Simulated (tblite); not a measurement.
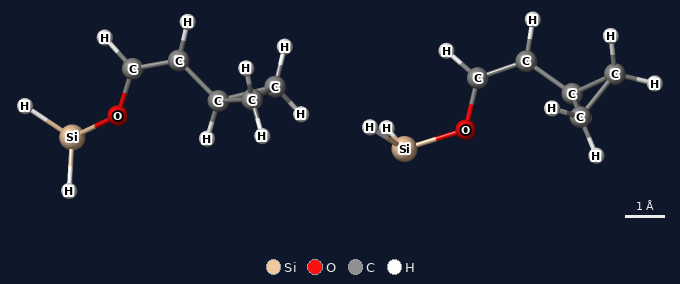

Two geometries of C5H9OSi (multiplicity 2), drawn at one scale. One is the start of a relaxation, the other its converged end. The picture is a ball-and-stick view, seen at a tilt.

Theory: tblite 0.8.0, GFN2-xTB geometry optimisation, gas phase. 

> Which of the two is the end point?

The left one is the relaxed one. After 197 geometry steps the energy has fallen by 28.1 kJ/mol. The atom that moves furthest after the best rigid fit is an H atom (2.45 Å). By element the largest moves are H 2.45 Å, Si 0.98 Å, C 0.64 Å, O 0.48 Å. Some distances before and after: O–Si 1.675 → 1.628 Å, H–Si 1.483 → 1.448 Å, C–O 1.367 → 1.341 Å, C–C 1.348 → 1.333 Å. Bond angles that change, for instance: Si–O–C 120.3° → 136.0°, H–Si–H 107.6° → 117.9°, O–Si–H 109.0° → 100.7°. Groups turn about O–Si by about 95°, C–C by about 65°.
